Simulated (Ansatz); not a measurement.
```xyz
16

C    -1.4100   -2.4667   -1.2143
C    -0.9908   -1.3305   -1.0863
C    -1.7613    1.4495   -0.2980
C    -2.9971    0.9912   -0.0686
N     0.9615    0.4616    0.2709
Si   -0.3433    0.3851   -0.8735
Si    2.6784    0.4218   -0.0196
H    -1.7749   -3.4719   -1.3317
H     0.2142    0.8367   -2.1801
H    -1.5586    2.5162   -0.1304
H    -3.8062    1.6451    0.2760
H    -3.2515   -0.0642   -0.2198
H     0.6763    0.3532    1.2418
H     2.8967    0.7768   -1.4520
H     3.2964   -0.9171    0.2426
H     3.3775    1.4103    0.8592
```

Geometry: PBE0-D3(BJ)/def2-SVP.

Level of theory: isolated molecule in a Gaussian basis; Kohn-Sham density functional theory, functional PBE0 in Ansatz 0.2.0.

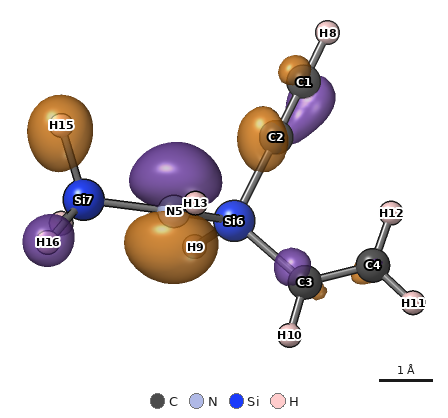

C₄H₉NSi₂. The HOMO at ±0.15 Å⁻³ᐟ² (orange and purple are the two phases), seen at a tilt.

Question: Describe this orbital and give its energy.

Answer: By Hirshfeld shares it lies mainly on N5 (about 45 %), Si7 (about 10 %), H15 (about 10 %) and C2 (about 5 %). Its energy is −7.52 eV.
